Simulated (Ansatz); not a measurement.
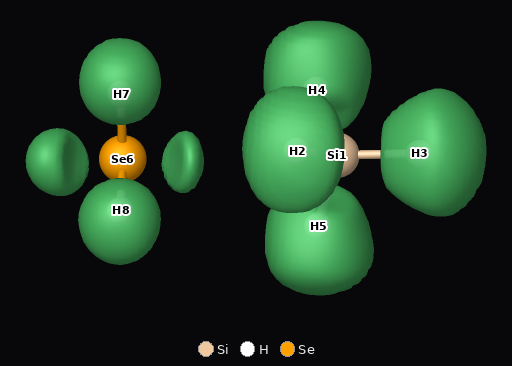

Figure 1: SiH₄···H₂Se (SMILES [SiH4].[SeH2]). Isosurface of the ELF at 0.9 (green), seen across its widest extent. Core shells and regions of very low density are left out.

Geometry: PBE0-D4/def2-TZVP.

Method: Ansatz 0.2.0, RKS PBE0-D4/def2-TZVPPD.

```xyz
8

Si   -0.0574    0.0911   -1.4368
H     1.1780    0.4668   -0.7040
H     0.1658    0.3034   -2.8922
H    -1.1873    0.9432   -0.9914
H    -0.3710   -1.3392   -1.1985
Se   -0.5407   -0.4163    2.3673
H     0.0027    0.9394    2.5016
H     0.8099   -0.9885    2.3540
```

Describe the localisation domains.

Answer. The surface consists of six regions around hydrogen nuclei and two lobes on Se, pointing away from the bonds (lone pairs, which may merge into one lobe).

Values along the shortest contacts:
Si1···Se6 (3.87 Å): the ELF dips to about 0 between them; a non-bonded, intermolecular contact. Se–H (1.47 Å): the ELF climbs to about 1 towards the hydrogen, as it does in any bond to H.
